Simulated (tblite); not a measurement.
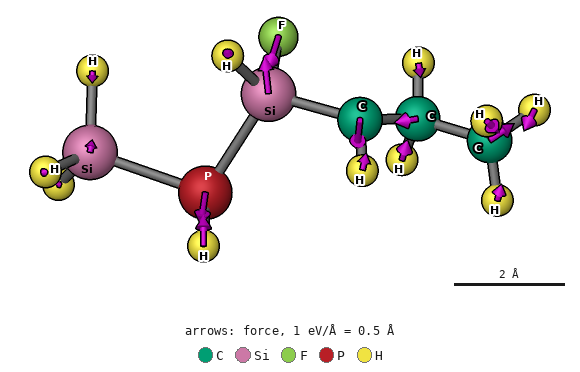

Starting geometry of C3H11FPSi2 (multiplicity 2) with the computed forces as purple arrows. Style: ball-and-stick. Shown at a tilt.

All numbers below come from GFN2-xTB geometry optimisation, gas phase in tblite 0.8.0. 

Question: What follows when this structure is relaxed?

Answer: It isn't relaxed: the largest force vector, on the F atom, is 1.90 eV/Å. The final displacements have little in common with the starting forces (cosine between the two patterns 0.16). After 150 geometry steps the energy has fallen by 84.5 kJ/mol. The largest move after the best rigid fit is that of an H atom, 1.20 Å. Largest moves by element: H 1.20 Å, C 0.80 Å, P 0.58 Å, F 0.47 Å, Si 0.40 Å. Among the contacts that change: F–Si 1.701 → 1.618 Å, H–P 1.442 → 1.382 Å, C–C 1.520 → 1.481 Å, C–H 1.123 → 1.087 Å. Bond angles that change, for instance: Si–P–H 110.1° → 94.0°, C–C–Si 112.2° → 124.7°, Si–P–H 106.1° → 96.0°. Groups turn about P–Si by about 50°, C–C by about 35°. The run took 1.6 s on 1 thread of Intel(R) Xeon(R) CPU @ 2.60GHz (shared host).
